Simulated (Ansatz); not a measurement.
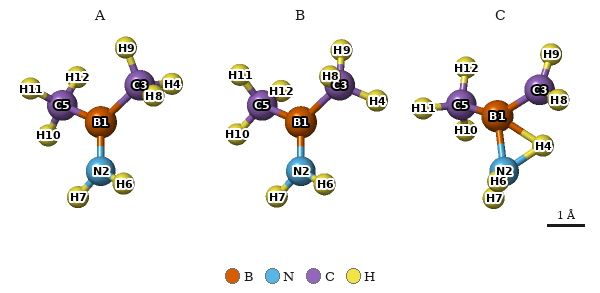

3 geometries from a converged minimum-energy path of C₂H₈BN, shuffled. The picture is a ball-and-stick view, seen from a free direction.

The calculation used Ansatz, RKS PBE0-D4/6-31G*. Run with 5 movable images; climbing image; force threshold 0.05 eV/Å; iteration limit 60; starting path through a guess of the saddle point.

> One of them is the converged climbing image. Which?

C. In order along the path, whose images run from 0 to 6: B (image 1, +2.7 kJ/mol), A (image 2, +1.9 kJ/mol), C (image 4, +330.1 kJ/mol). A hydrogen atom shifts from one atom to another. Breaking: C3–H4 (1.10 → 1.57 at the top → 3.24 Å). Forming: N2–H4 (2.73 → 1.29 at the top → 1.02 Å).

The run took 2.3 min on 2 threads of Arm Neoverse V2 (shared host), peak memory 0.14 GiB.
